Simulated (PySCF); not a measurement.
C₄H₆Cl₂Si (SMILES ClCC1=C[SiH2][C@H]1Cl)

The calculation's input:

```
{"job": {"kind": "nmr", "xc": "PBE0", "basis": "pcSseg-1"}, "charge": 0, "multiplicity": 1}
Cl     2.255977     1.517414     1.176768
C      1.868240     0.249071    -0.041349
C      0.398766     0.128677    -0.165994
C     -0.434402     0.549236    -1.129403
Si    -1.998434    -0.123422    -0.310019
C     -0.492575    -0.516332     0.857967
Cl    -0.090958    -2.244936     1.101490
H      2.311098    -0.676346     0.328485
H      2.335495     0.556764    -0.976243
H     -0.161121     1.091579    -2.019440
H     -2.600778    -1.308603    -0.904052
H     -2.961098     0.835915     0.220131
H     -0.434598    -0.058530     1.843930
```

Run with:

```sh
OMP_NUM_THREADS=1 python probes_run.py task.json out
```

Geometry: GFN2-xTB.

Method: PBE0/pcSseg-1, SCF density, gas phase, non-relativistic (PySCF).

What can the converged electron density and electron localisation function tell about the bonding?

Answer. C–C (1.34 Å): the density is about 2.3 e/Å³ at the midpoint; the ELF peaks at about 0.90 between the atoms; a short, multiple covalent bond.
C–Si (1.89 Å): ρ is about 0.89 e/Å³ halfway; the ELF peaks at about 0.95 between the atoms (localised, covalent bonding).
C–H (1.08 Å): ρ at the midpoint is about 2 e/Å³; the ELF climbs to about 1 towards the hydrogen, as it does in any bond to H (a covalent bond by its length).
C–C (1.48 Å): ρ at the midpoint is about 1.8 e/Å³; the ELF peaks at about 0.95 between the atoms: localised, covalent bonding.

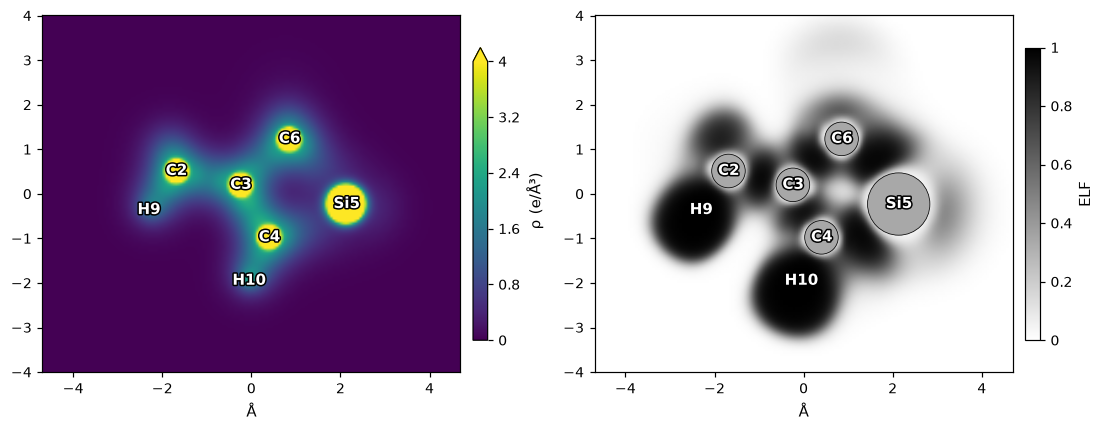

Computed electron density and electron localisation function on the plane of atoms C4, C3 and C6, in this order. Grey discs cover the atomic cores in the ELF map. 
